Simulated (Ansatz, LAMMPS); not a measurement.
# Force difference against the radius of support functions in amorphous poly(propylene oxide) (as short chains C35O12H72) at 340 K (238 atoms)

Density of this cell: 0.968 g/cm³. The cell holds 238 atoms: 70 C, 24 O and 144 H. Cell: a = 13.295 Å, b = 13.295 Å, c = 13.295 Å, α = 90.0°, β = 90.0°, γ = 90.0°. 2 poly(propylene oxide) chains of 11 units with methyl end groups placed at random, at 0.968 g/cm³; overlaps pushed apart, then 20 ps at 800 K with MMFF94 bonds, angles, torsions, charges and radii (Halgren, J. Comput. Chem. 17, 490 (1996)) in harmonic and 12-6 forms. Snapshot after 30 ps at 340 K and fixed volume.

Calculated with Ansatz 0.2.0: Kohn-Sham DFT, PBE+D4, PAW (set soft_2), localised support functions (medium), with the radius typed; the reference is Kohn-Sham DFT, PBE+D4, PAW (set soft_2), plane waves, cutoff 750 eV, Γ point, fixed occupations, with an r.m.s. force component of 0.835 eV/Å.

| radius (Å) | r.m.s. force difference (meV/Å) | time |
| --- | --- | --- |
| 3.27 | 0.47 | 81 s |
| 3.53 | 0.435 | 87 s |
| 3.77 | 0.407 | 94 s |
| 4.04 | ? | ? |
| 4.54 | 0.357 | 2.5 min |
| 5.05 | 0.35 | 3.6 min |

**Question.** Fit a power law of the radius to the rows given and interpolate to the withheld row.

Worked fit:

A power law y = A x^b is a line in u = ln x and v = ln y.

| u = ln x | v = ln y |
| --- | --- |
| 1.18479 | -0.755023 |
| 1.26130 | -0.832409 |
| 1.32708 | -0.898942 |
| 1.51293 | -1.03002 |
| 1.61939 | -1.04982 |

With n = 5: mean u = 1.38110, mean v = -0.913243, Σ(u − ū)² = 0.12997, Σ(u − ū)(v − v̄) = -0.089456. Slope b = -0.089456 / 0.12997 = -0.68829; intercept a = v̄ − b ū = 0.037355.

At the withheld row u = 1.396, v = a + b u = -0.9237, and y = exp(v).

Prediction at 4.04: 0.3971 meV/Å. The run gave 0.373 meV/Å, so the fit is high by 0.024 meV/Å (6.5 % of the value).

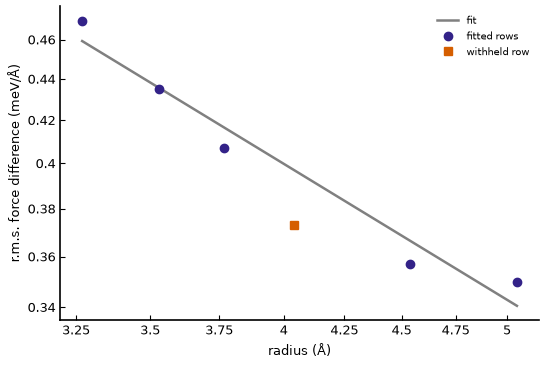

The fit, the rows that it rests on and the withheld row.

The fitted exponent is -0.69. Between neighbouring rows, the withheld one included, the exponents are -1.0, -1.0, -1.3, -0.38 and -0.19, so one power law doesn't hold over the range: the values level off at a floor. Among the rows given, the largest relative miss of the fit is at 5.05, by 0.0095 meV/Å (2.7 %).

Limits: The difference holds the reference's own basis error, which sets a floor under it.

[Hosts, paths, dates, database ids (printed as entryN), source tags and the programs' standing remarks are cut or masked in the printed files.]

[The MMFF94 radii named for the starting cell were scaled by 0.96; in molecules described by MMFF94, hydrogen bound to N, O or S took a small fixed 12-6 site in their place.]
